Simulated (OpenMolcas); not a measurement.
# Run report: Yb³⁺ complex, multiconfigurational calculation

- system: Yb³⁺ with 6 ligands (Br; octahedron, 2.896 Å), embedded in Cs2NaYBr6 by model potentials and point charges, whose field is part of the energies.
- method: state-averaged CASSCF, active space 13 electrons in the shell 4f, basis ANO-RCC-VDZP on the metal and ANO-RCC-VDZP on the ligands, DKH2 scalar Hamiltonian, spin-orbit coupling by RASSI with atomic mean-field integrals (OpenMolcas)

The input:
```
&GATEWAY
Basis set
Yb.ANO-RCC-VDZP.
Yb1 0.0 0.0 0.0 Angstrom
End of basis
Basis set
Br.ANO-RCC-VDZP.
L1 2.896000 0.000000 0.000000 Angstrom
L2 0.000000 2.896000 0.000000 Angstrom
L3 0.000000 0.000000 2.896000 Angstrom
End of basis
Basis set
Na.EMB-AIMP.Al-Abdalla.7s4p.1s1p.ECP.Cs2NaYBr6.
PseudoCharge
* 3 symmetry-unique lattice sites within 7.6 angstrom
End of basis
Basis set
Cs.EMB-AIMP.Al-Abdalla.0s.0s.ECP.Cs2NaYBr6.
PseudoCharge
* 4 symmetry-unique lattice sites within 7.6 angstrom
End of basis
Basis set
Br.EMB-AIMP.Al-Abdalla.0s.0s.ECP.Cs2NaYBr6.
PseudoCharge
* 12 symmetry-unique lattice sites within 7.6 angstrom
End of basis
Symmetry
XYZ
AngMom=0.0 0.0 0.0
AMFI
RICD
XField
1570 Angstrom 0
* Evjen-weighted lattice charges
&SEWARD
&RASSCF
FileOrb=start.orb
Symmetry=2
Spin=2
nActEl=13 0 0
Inactive=69 66
Ras2=0 7
CIRoot=7 7 1
SDav=7
CIMx=300
Iter=150 100
PrWF=0.3
OrbListing=Nothing
MaxOrb=0
LevShft=1.0
>>> COPY $Project.JobIph JOB001
&RASSI
NrOfJobIphs=1 7
1 2 3 4 5 6 7
IphNames
JOB001
EJob
SpinOrbit
DIPRint=1.0
SOCoupling=1000.0
Subsets=2
Property=9
'ANGMOM' 1 'ANGMOM' 2 'ANGMOM' 3 'MLTPL  1' 1 'MLTPL  1' 2 'MLTPL  1' 3
'AMFI' 1 'AMFI' 2 'AMFI' 3
SOProperty=3
'ANGMOM' 1 'ANGMOM' 2 'ANGMOM' 3
```

The file start.orb holds starting orbitals from an earlier step. A driver script formed the levels outside the program, from RASSI's spin-orbit matrix and the active-space energies, averaged over the components of each term or state.

Hardware: 1 thread of Arm Neoverse V1, 24 GiB of memory available, shared host.

Command:
```bash
OMP_NUM_THREADS=1 MOLCAS_MEM=2457 MOLCAS_PROJECT=a pymolcas a.inp > a.log  # once for each step of the input, in one work folder
```

The program's output (extracts):
```
--- SEWARD ---
Basis set label: YB.ANO-RCC...7S6P4D2F1G.

      Electronic valence basis set:
      ------------------
      Associated Effective Charge  70.000000 au
      Associated Actual Charge     70.000000 au
      Nuclear Model: Point charge

      Shell  nPrim  nBasis  Cartesian Spherical Contaminant
         s      25       7        X
         p      22       6        X
         d      15       4                 X
         f      11       2                 X
         g       4       1                 X
                  Relativistic Douglas-Kroll-Hess integrals:
                    - DKH order of Hamiltonian: 2
                    - DKH order of Properties : 0
                  Atomic mean-field integrals
--- RASSCF ---
Wave function specifications:
      -----------------------------

      Number of closed shell electrons         270
      Number of electrons in active shells      13
      Max number of holes in RAS1 space          0
      Max nr of electrons in RAS3 space          0
      Number of inactive orbitals              135
      Number of active orbitals                  7
      Number of secondary orbitals             112
      Spin quantum number                      0.5
      State symmetry                             2
Orbital specifications:
      -----------------------

      Symmetry species                           1   2
                                                ag  au
      Frozen orbitals                            0   0
      Inactive orbitals                         69  66
      Active orbitals                            0   7
      RAS1 orbitals                              0   0
      RAS2 orbitals                              0   7
      RAS3 orbitals                              0   0
      Secondary orbitals                        60  52
      Deleted orbitals                           0   0
      Number of basis functions                129 125
      Number of CSFs                             7
      Number of root(s) required                 7
      Iter CI   SX   CI       RASSCF       Energy    max ROT     max BLB   max BLB  Level Ln srch  Step   QN
          iter iter root      energy       change     param      element    value   shift minimum  type update
 Nr of preliminary CI iterations:   1
      Total energies have been shifted. Add               -29000.00 au
        1   1   14    0  -672.92196362    0.00E+00  -4.93E-02   70  77 2  6.03E-01*  2.17   0.00    SX    NO
        2   1   15    0  -673.34447618   -4.23E-01*  3.03E-02   70  77 2 -2.02E-01*  1.58   0.00    SX    NO
        3   1   15    0  -673.49307289   -1.49E-01* -2.41E-02   70  77 2  1.10E-01*  1.70   0.00    SX    NO
        4   1   14    0  -673.54847069   -5.54E-02* -1.90E-02   64  72 1  8.05E-02*  1.54   0.00    SX    NO
        5   1   13    0  -673.57477546   -2.63E-02* -3.31E-02   64  72 1  6.29E-02*  1.56   1.73    QN   YES
        6   1   13    0  -673.59625072   -2.15E-02* -1.41E-02   64  72 1  2.24E-02*  1.49   1.32    QN   YES
        7   1   13    0  -673.59963288   -3.38E-03* -5.91E-03   58 110 2 -7.81E-03*  1.47   1.39    QN   YES
        8   1   12    0  -673.60075364   -1.12E-03* -2.93E-03   19  84 2  4.79E-03*  1.46   1.51    LS   YES
        9   1   12    0  -673.60089609   -1.42E-04* -1.20E-03   14  74 1 -3.86E-03*  1.46   1.02    QN   YES
       10   1   11    0  -673.60106986   -1.74E-04*  7.37E-04   22  90 1  1.66E-03*  1.47   1.62    LS   YES
       11   1   11    0  -673.60109944   -2.96E-05* -5.14E-04   64  72 1  1.47E-03*  1.47   1.01    QN   YES
       12   1   10    0  -673.60112210   -2.27E-05*  6.57E-04   64  72 1  9.20E-04*  1.47   2.29    LS   YES
       13   1   10    0  -673.60113256   -1.05E-05* -1.27E-04   14  74 1  5.13E-04*  1.47   1.00    QN   YES
       14   1    9    0  -673.60113506   -2.50E-06* -1.56E-04   22  84 1 -2.54E-04*  1.47   2.23    LS   YES
       15   1    9    0  -673.60113632   -1.26E-06* -6.99E-05   14  74 1 -2.91E-04*  1.47   1.12    QN   YES
       16   1    8    0  -673.60113676   -4.44E-07* -8.17E-05   12  72 1 -1.29E-04*  1.47   2.17    LS   YES
       17   1    8    0  -673.60113692   -1.59E-07* -3.50E-05   68  75 2  9.51E-05   1.47   0.90    QN   YES
       18   1    7    0  -673.60113703   -1.09E-07*  2.65E-05   46  86 1  4.50E-05   1.47   1.76    LS   YES
       19   1    7    0  -673.60113706   -2.46E-08* -2.38E-05   25  70 1  5.07E-05   1.47   0.99    QN   YES
       20   1    7    0  -673.60113708   -2.27E-08*  3.57E-05   25  70 1  3.23E-05   1.47   2.50    LS   YES
       21   1    6    0  -673.60113709   -9.55E-09  -1.05E-05   22  84 1  2.69E-05   1.47   0.81    QN   YES
      Convergence after 21 iterations
       22   1    6    0  -673.60113709   -5.88E-09  -1.05E-05   22  84 1  1.63E-05   1.47   0.81    QN   YES
      Natural orbitals and occupation numbers for root  1
      sym 2:   1.000000   2.000000   2.000000   2.000000   2.000000   2.000000   2.000000
      Natural orbitals and occupation numbers for root  2
      sym 2:   2.000000   2.000000   2.000000   1.000000   2.000000   2.000000   2.000000
      Natural orbitals and occupation numbers for root  3
      sym 2:   2.000000   2.000000   2.000000   2.000000   2.000000   2.000000   1.000000
::    RASSCF root number  1 Total energy: -29673.60146010
::    RASSCF root number  2 Total energy: -29673.60146010
::    RASSCF root number  3 Total energy: -29673.60146010
::    RASSCF root number  4 Total energy: -29673.60095043
::    RASSCF root number  5 Total energy: -29673.60095043
::    RASSCF root number  6 Total energy: -29673.60095043
::    RASSCF root number  7 Total energy: -29673.60072808
--- RASSI ---
SPIN-FREE ENERGIES:
  (Shifted by EMIN (a.u.) =     -29673.6014600980)

 SF State       Relative EMIN(au)   Rel lowest level(eV)    D:o, cm**(-1)

     1             0.0000000000        0.0000000000              0.0000
     2             0.0000000000        0.0000000000              0.0000
     3             0.0000000000        0.0000000000              0.0000
     4             0.0005096687        0.0138687932            111.8594
     5             0.0005096687        0.0138687932            111.8594
     6             0.0005096687        0.0138687932            111.8594
     7             0.0007320152        0.0199191493            160.6588
     Dipole printing threshold changed to   1.00000000E+00
Eigenvalues of complex Hamiltonian:
   -----------------------------------
  (Shifted by EMIN (a.u.) =     -29673.6014600980)

 SO State       Relative EMIN(au)   Rel lowest level(eV)    D:o, cm**(-1)

     1            -0.0204197764        0.0000000000              0.0000
     2            -0.0204197764        0.0000000000              0.0000
     3            -0.0201098751        0.0084328435             68.0155
     4            -0.0201098751        0.0084328435             68.0155
     5            -0.0201098752        0.0084328428             68.0155
     6            -0.0201098752        0.0084328428             68.0155
     7            -0.0198050857        0.0167265871            134.9090
     8            -0.0198050857        0.0167265871            134.9090
     9             0.0274244641        1.3019081092          10500.5971
    10             0.0274244641        1.3019081092          10500.5971
    11             0.0274244641        1.3019081086          10500.5971
    12             0.0274244641        1.3019081086          10500.5971
    13             0.0278567056        1.3136700000          10595.4631
    14             0.0278567056        1.3136700000          10595.4631
Weights of the five most important spin-orbit-free states for each spin-orbit state.

 SO State  Total energy (au)           Spin-free states, spin, and weights
 -------------------------------------------------------------------------------------------------------
    1        -0.020420       1 0.5  0.3333    3 0.5  0.3333    2 0.5  0.3333    7 0.5  0.0000    6 0.5  0.0000
    2        -0.020420       1 0.5  0.3333    3 0.5  0.3333    2 0.5  0.3333    7 0.5  0.0000    6 0.5  0.0000
    3        -0.020110       5 0.5  0.3746    1 0.5  0.1787    3 0.5  0.1772    6 0.5  0.1553    4 0.5  0.1080
    4        -0.020110       5 0.5  0.3720    1 0.5  0.1783    3 0.5  0.1774    6 0.5  0.1564    4 0.5  0.1094
    5        -0.020110       4 0.5  0.3181    6 0.5  0.2689    2 0.5  0.2351    3 0.5  0.0648    1 0.5  0.0622
    6        -0.020110       4 0.5  0.3150    6 0.5  0.2699    2 0.5  0.2350    1 0.5  0.0636    3 0.5  0.0635
    7        -0.019805       7 0.5  0.5691    4 0.5  0.1436    6 0.5  0.1436    5 0.5  0.1436    3 0.5  0.0000
    8        -0.019805       7 0.5  0.5691    4 0.5  0.1436    6 0.5  0.1436    5 0.5  0.1436    3 0.5  0.0000
    9         0.027424       2 0.5  0.4064    4 0.5  0.1992    3 0.5  0.1539    6 0.5  0.1313    1 0.5  0.0776
   10         0.027424       2 0.5  0.4062    4 0.5  0.1994    3 0.5  0.1545    6 0.5  0.1309    1 0.5  0.0771
   11         0.027424       1 0.5  0.3477    3 0.5  0.2713    5 0.5  0.2097    6 0.5  0.1103    4 0.5  0.0422
   12         0.027424       1 0.5  0.3482    3 0.5  0.2707    5 0.5  0.2097    6 0.5  0.1105    4 0.5  0.0420
```

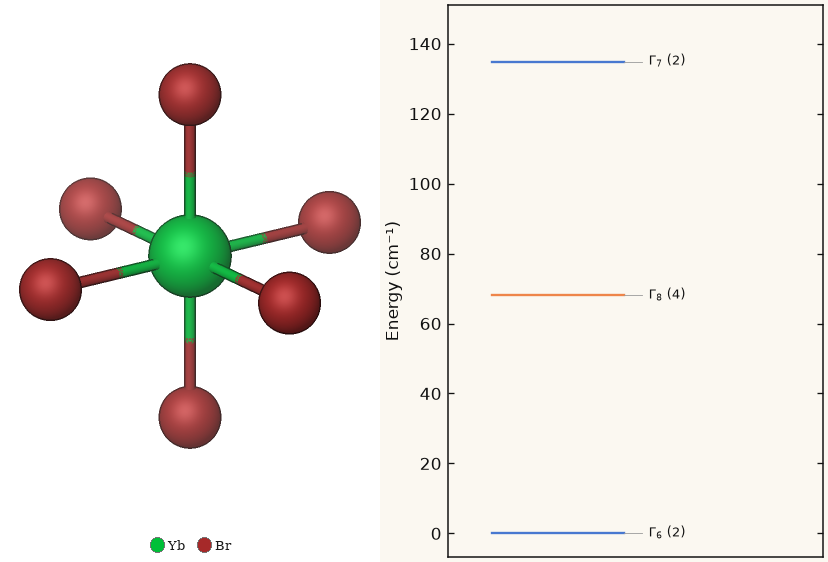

**Figure 1.** Yb³⁺ (4f¹³) as a dopant in Cs₂NaYBr₆, a cluster with its 6 nearest Br⁻ at 2.896 Å (octahedron) embedded in model potentials and point charges; the geometry was set, not optimised, and its levels. Labels give the representation in O, Td, D4 or D3 as the site allows (double group for half-integer spin) where it could be assigned and, in brackets, the degeneracy; spin-free states, where drawn, share the zero of the spin-orbit levels. The ground level is Γ₆, a Kramers doublet, 100 % from states of spin multiplicity 2. Its principal g values are 2.66, 2.66 and 2.66, isotropic. The next level lies at 68 cm⁻¹ (Γ₈). The lowest J multiplet spreads over 135 cm⁻¹. The active orbitals hold 100 % metal character (Löwdin), and the Mulliken charge of the metal is +1.36.

Key numbers:

- outcome: converged
- energy of the lowest spin-free term: −29673.60146 hartree
- energy of the lowest spin-orbit level: −29673.62188 hartree
- largest spread among components of a term: 0.0 cm⁻¹
- wall time: 86 s
- peak memory: 0.6 GiB

Notes:

Without dynamic correlation the splittings between terms come out too large, often by 20 to 50 %. To bear in mind: covalent bonds, ligand orbitals missing from the active space; the geometry is set by hand, with no relaxation.
